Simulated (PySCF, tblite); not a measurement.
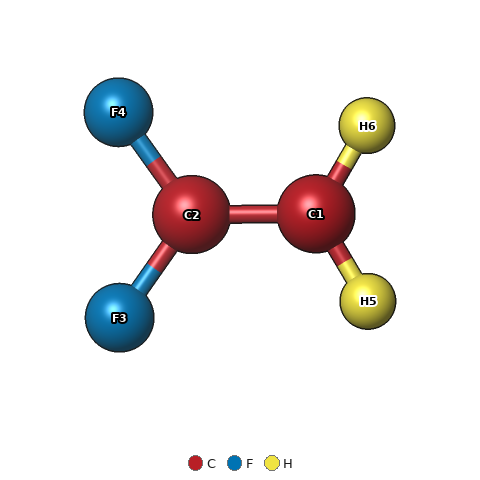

Structure of C₂H₂F₂ (1,1-difluoroethene), SMILES C=C(F)F.

GIAO shifts, PBE0/pcSseg-1 with PySCF, at a GFN2-xTB geometry (a minimum by its frequencies), against TMS for ¹³C, CFCl₃ for ¹⁹F and TMS for ¹H computed at the same level (¹⁹F: this reference is a hard case for the method, so all values can be off together by tens of ppm, and differences between signals are safer). Gas phase, fully decoupled, line heights follow the number of nuclei, widths are arbitrary (no quadrupolar broadening); values of one conformer, averaged over methyl-type rotors and exact or near symmetry.

Which ¹³C signals does it give?

Answer. 2 signals.


| δ (ppm) | nuclei | atoms |
| --- | --- | --- |
| 174.0 | 1 | C2 |
| 66.8 | 1 | C1 |

How many ¹⁹F lines appear, and where?

Answer. 1 signal.


```csv
δ (ppm),nuclei,atoms
−75.6,2,"F3, F4"
```

Predict the ¹H spectrum.

Answer. 1 signal.


```csv
δ (ppm),nuclei,atoms
3.97,2,"H5, H6"
```

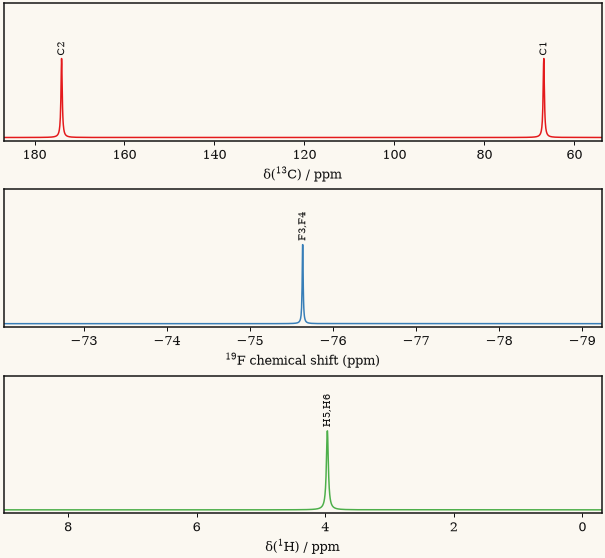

Known limits of this run: the tight-binding geometry is rougher than a DFT one and adds to the error.
